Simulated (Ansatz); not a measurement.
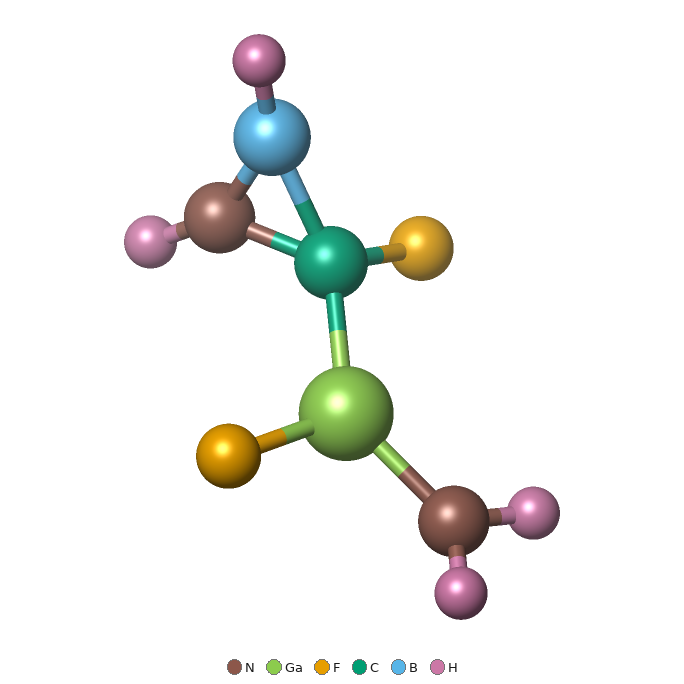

The structure as it stands in the input.

The calculation was set up as follows.

```yaml
crystal:
  periodic: [false, false, false]
  atoms:
    - {symbol: N, position_ang: [-0.092839, -2.274646, -1.197040]}
    - {symbol: Ga, position_ang: [0.319423, -0.900714, -0.223519]}
    - {symbol: F, position_ang: [1.892260, -1.112827, 0.315184]}
    - {symbol: C, position_ang: [-0.378797, 0.756367, 0.206174]}
    - {symbol: F, position_ang: [-1.888734, 0.685645, 0.067800]}
    - {symbol: B, position_ang: [0.085950, 2.284433, 0.411795]}
    - {symbol: N, position_ang: [-0.049941, 1.418556, 1.432736]}
    - {symbol: H, position_ang: [-1.052104, -2.355220, -1.597869]}
    - {symbol: H, position_ang: [0.421642, -3.048744, -1.541550]}
    - {symbol: H, position_ang: [0.629417, 3.214168, 0.011109]}
    - {symbol: H, position_ang: [-0.046479, 1.218568, 2.457190]}
basis:
  gaussian: {orbitals: ANO-RCC-VTZP, fitting: {mean_field: def2-universal-jkfit}}
hamiltonian: {xc: {name: r2SCANh}, dispersion: d3bjatm}
```

Command:

```sh
ansatz run in.yaml --threads 2 --pin off --events-out ev --progress --plain --max-ram 32768MiB --backend cuda --devices 0, --max-vram 18GiB
```

Output:

```
Functional definition: r2SCANh
  name "r2SCANh"
  cite "Bursch, Neugebauer, Ehlert & Grimme, J. Chem. Phys. 156, 134105 (2022) doi:10.1063/5.0086040"
  cite "Furness, Kaplan, Ning, Perdew & Sun, J. Phys. Chem. Lett. 11, 8208 (2020) doi:10.1021/acs.jpclett.0c02405"
  cite "Furness, Kaplan, Ning, Perdew & Sun, J. Phys. Chem. Lett. 11, 9248 (2020) doi:10.1021/acs.jpclett.0c03077"
  parent r2scan
  parameter a = 0.1
  parameter k0 = 0.174
  parameter k1 = 0.065
  parameter a1 = 4.9479
  exchange = (1 - a)*r2scan_x(k0 = k0, k1 = k1, a1 = a1) + a*exact_x
  correlation = r2scan_c
796 factors; integrals over basis functions are off by at most 9.0e-1 eV
mean field evaluation 1: about -63078.8903 eV, gradient 9.3e1 eV
mean field evaluation 2: about -63047.7604 eV, gradient 1.5e2 eV
mean field evaluation 4: about -63093.5149 eV, gradient 9.1e0 eV
mean field evaluation 8: about -63093.6693 eV, gradient 2.7e-1 eV
mean field evaluation 16: about -63093.6694 eV, gradient 6.1e-5 eV
mean field -63093.66939441 eV, -2318.6495838194 hartree, gradient 6.1e-5 eV, S^2 0.000000; 0 other end points of the search recorded, 0 dependent functions left out
reference -63093.66941827 eV, -2318.6495846963 hartree; 39, 39 occupied and 240, 240 virtual orbitals, 796 factors
Total energy: -63093.73298177 eV, -2318.6519206118 hartree
Relativity: scalar
```

Self-consistency was reached.
